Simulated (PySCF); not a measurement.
Geometry relaxation, with input and output: C$_{2}$H$_{6}$OSeSi

C$_{2}$H$_{6}$OSeSi, computed with PBE0-D3(BJ)/def2-SVP geometry optimisation, gas phase (PySCF 2.14.0).

It belongs to a series of runs on one base structure; here: H on Si replaced by COCH3.

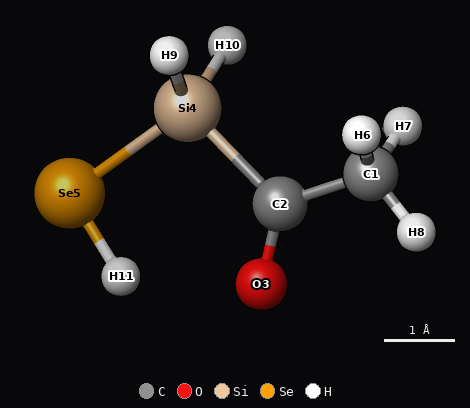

Fig. 1: The starting structure (ball-and-stick view, seen at a tilt; atoms are numbered from 1 in the order of the input).

### The input
```
{"job": {"xc": "PBE0", "basis": "def2-SVP", "d3": "d3bj", "grid": 1, "shake": 0.01, "kind": "geom"}, "charge": 0, "multiplicity": 1}
C     -1.583810     0.136280    -0.580340
C     -0.144000    -0.134500    -0.531880
O      0.429170    -0.724720    -1.413170
Si     0.857330     0.496230     1.026220
Se     2.903920    -0.219100     0.553190
H     -1.752560     1.244090    -0.540500
H     -2.076850    -0.275310     0.288450
H     -2.037420    -0.228360    -1.498360
H      0.720660     1.954840     1.125760
H      0.257730    -0.137720     2.231760
H      2.463950    -0.782760    -0.676800
```

The first line tells a small driver script what to run in PySCF; the rest is the geometry in Å.

Command:
```bash
OMP_NUM_THREADS=1 python <driver script> task.json out
```

### The program's output
```
step   0  E = -2845.02757586  max force = 0.027788
step   1  E = -2845.03212021  max force = 0.010995
step   2  E = -2845.03257433  max force = 0.002279
step   3  E = -2845.03249346  max force = 0.004369
step   4  E = -2845.03262563  max force = 0.000697
step   5  E = -2845.03263038  max force = 0.000109
optimisation converged
```

### Trajectory as extended XYZ (Å, eV, eV/Å), 6 frames, from step=0 to step=5
```
11
Properties=species:S:1:pos:R:3:forces:R:3 step=0 energy=-77417.14360
C    -1.5838    0.1363   -0.5803   -0.7326   1.4002  -0.3410
C    -0.1440   -0.1345   -0.5319    0.6604   0.0027   0.2280
O     0.4292   -0.7247   -1.4132    0.1963  -0.2418  -0.3960
Si    0.8573    0.4962    1.0262   -0.4234  -0.4836  -0.2695
Se    2.9039   -0.2191    0.5532    1.4289   0.4076   1.2733
H    -1.7526    1.2441   -0.5405    0.1059  -0.5239   0.0818
H    -2.0768   -0.2753    0.2884   -0.3820  -0.3105   0.5952
H    -2.0374   -0.2284   -1.4984   -0.1315  -0.3138  -0.3255
H     0.7207    1.9548    1.1258   -0.0343   0.4801   0.1051
H     0.2577   -0.1377    2.2318   -0.0304   0.0331   0.1635
H     2.4640   -0.7828   -0.6768   -0.6574  -0.4502  -1.1150
11
Properties=species:S:1:pos:R:3:forces:R:3 step=1 energy=-77417.26726
C    -1.6320    0.1766   -0.5154    0.1029  -0.0633   0.1189
C    -0.1549   -0.1209   -0.4856   -0.0912  -0.0093  -0.0056
O     0.3976   -0.7008   -1.3914    0.0711  -0.0006   0.0157
Si    0.8706    0.4754    1.0743    0.0820   0.0810   0.0597
Se    3.0106   -0.1552    0.6621   -0.3445  -0.2279  -0.5654
H    -1.7831    1.2637   -0.4448   -0.0399   0.0864  -0.0112
H    -2.1255   -0.2678    0.3666    0.0338   0.0048  -0.0516
H    -2.0820   -0.2103   -1.4390   -0.0040  -0.0143  -0.0193
H     0.7099    1.9577    1.2184   -0.0099  -0.0342  -0.0354
H     0.2897   -0.1365    2.3084   -0.0176  -0.0450  -0.0147
H     2.4561   -0.7232   -0.6290    0.2174   0.2225   0.5088
11
Properties=species:S:1:pos:R:3:forces:R:3 step=2 energy=-77417.27962
C    -1.6234    0.1758   -0.5087    0.0518  -0.0380  -0.0733
C    -0.1480   -0.1173   -0.4826    0.0279   0.0557   0.1110
O     0.4220   -0.6934   -1.3802   -0.1172  -0.0198  -0.0791
Si    0.8693    0.4804    1.0765    0.0578   0.0397   0.0775
Se    2.9912   -0.1636    0.6278   -0.0270  -0.0069  -0.0327
H    -1.7854    1.2645   -0.4400    0.0050  -0.0183  -0.0086
H    -2.1114   -0.2734    0.3718    0.0121  -0.0097  -0.0041
H    -2.0716   -0.2159   -1.4320   -0.0277   0.0025  -0.0041
H     0.7055    1.9609    1.2149   -0.0034  -0.0048  -0.0019
H     0.2878   -0.1433    2.3054   -0.0016  -0.0113  -0.0089
H     2.4212   -0.7161   -0.6283    0.0224   0.0108   0.0242
11
Properties=species:S:1:pos:R:3:forces:R:3 step=3 energy=-77417.27742
C    -1.6252    0.1721   -0.5095   -0.0486   0.0993   0.1174
C    -0.1499   -0.1089   -0.4710   -0.1553  -0.0419  -0.1656
O     0.3917   -0.6864   -1.3853    0.2247  -0.0229   0.0462
Si    0.8817    0.4852    1.0846   -0.0184  -0.0095  -0.0081
Se    2.9945   -0.1645    0.6110    0.0712   0.0608   0.1257
H    -1.7974    1.2598   -0.4459   -0.0183  -0.0204   0.0098
H    -2.1136   -0.2801    0.3683   -0.0329   0.0030   0.0221
H    -2.0661   -0.2255   -1.4345    0.0315   0.0005   0.0168
H     0.7191    1.9647    1.2261   -0.0001  -0.0004   0.0018
H     0.3061   -0.1458    2.3128    0.0045  -0.0024  -0.0131
H     2.4162   -0.7119   -0.6320   -0.0581  -0.0661  -0.1530
11
Properties=species:S:1:pos:R:3:forces:R:3 step=4 energy=-77417.28102
C    -1.6259    0.1736   -0.5054    0.0021   0.0070   0.0119
C    -0.1502   -0.1120   -0.4772   -0.0179  -0.0025  -0.0251
O     0.4059   -0.6884   -1.3840    0.0127   0.0012   0.0098
Si    0.8779    0.4837    1.0800    0.0019  -0.0001   0.0004
Se    2.9944   -0.1618    0.6129    0.0174   0.0183   0.0267
H    -1.7949    1.2611   -0.4393   -0.0034  -0.0042   0.0034
H    -2.1117   -0.2778    0.3749   -0.0037  -0.0013   0.0053
H    -2.0727   -0.2216   -1.4282    0.0012  -0.0006   0.0035
H     0.7128    1.9632    1.2214    0.0015  -0.0004   0.0040
H     0.3007   -0.1474    2.3070    0.0036  -0.0048  -0.0041
H     2.4209   -0.7139   -0.6375   -0.0153  -0.0126  -0.0358
11
Properties=species:S:1:pos:R:3:forces:R:3 step=5 energy=-77417.28115
C    -1.6277    0.1729   -0.5003    0.0012  -0.0021   0.0005
C    -0.1517   -0.1115   -0.4778   -0.0001   0.0016  -0.0005
O     0.4036   -0.6871   -1.3855   -0.0038   0.0016   0.0004
Si    0.8803    0.4836    1.0775    0.0022   0.0009  -0.0026
Se    2.9966   -0.1579    0.6038    0.0025   0.0054  -0.0029
H    -1.7975    1.2600   -0.4338   -0.0016  -0.0005   0.0031
H    -2.1103   -0.2789    0.3817    0.0010  -0.0015   0.0029
H    -2.0772   -0.2228   -1.4216   -0.0023  -0.0006   0.0024
H     0.7141    1.9626    1.2226    0.0008  -0.0010   0.0039
H     0.3074   -0.1510    2.3045    0.0028  -0.0048  -0.0017
H     2.4194   -0.7111   -0.6466   -0.0027   0.0010  -0.0056
```

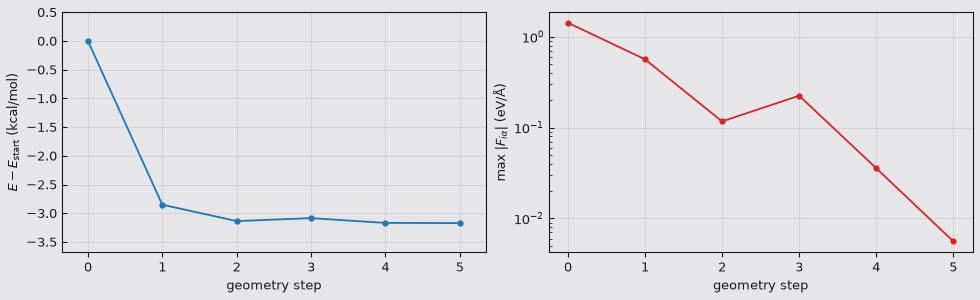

Fig. 2: Progress of the relaxation, step by step (steps are counted from 0).

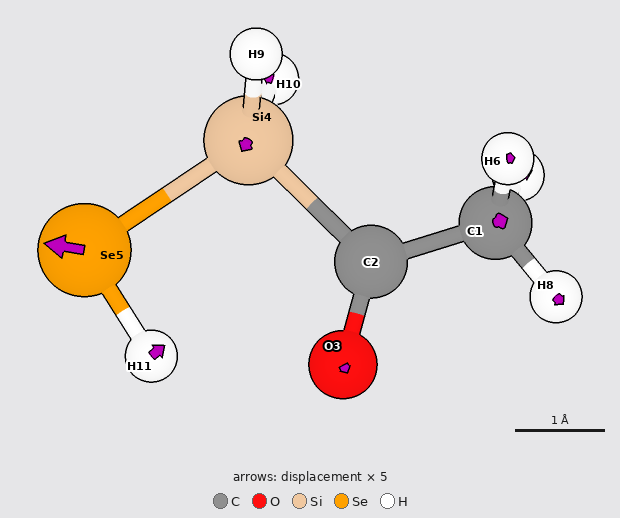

Fig. 3: The starting structure with the displacements as pink arrows, magnified 5 times (ball-and-stick view, seen on its broad side). The two geometries are laid on each other by the best rigid fit. Over 5 geometry steps the energy falls by 3.17 kcal/mol. The largest force component goes from 1.4 to 0.0056 eV/Å. The atom that moves furthest after the best rigid fit is Se5 (0.095 Å). Largest moves by element: Se 0.095 Å, H 0.041 Å, C 0.039 Å, Si 0.034 Å, O 0.024 Å. Among the contacts that change: Se5–H11 1.423 → 1.484 Å, Si4–Se5 2.219 → 2.262 Å, C1–C2 1.466 → 1.503 Å, Si4–H9 1.468 → 1.495 Å. Among the angles that change: Si4–Se5–H11 91.5° → 85.3°, H6–C1–H8 107.4° → 110.0°, C2–Si4–Se5 101.4° → 103.9°. (Atoms are counted from 1 in the order of the input.)

### Results in brief

- outcome: converged
- total energy: −2845.032630 hartree
- dipole moment: 2.91 D
- point group: Cs
- hardware: 1 CPU thread, shared host
- wall time: 67 s
- peak memory: 0.5 GiB
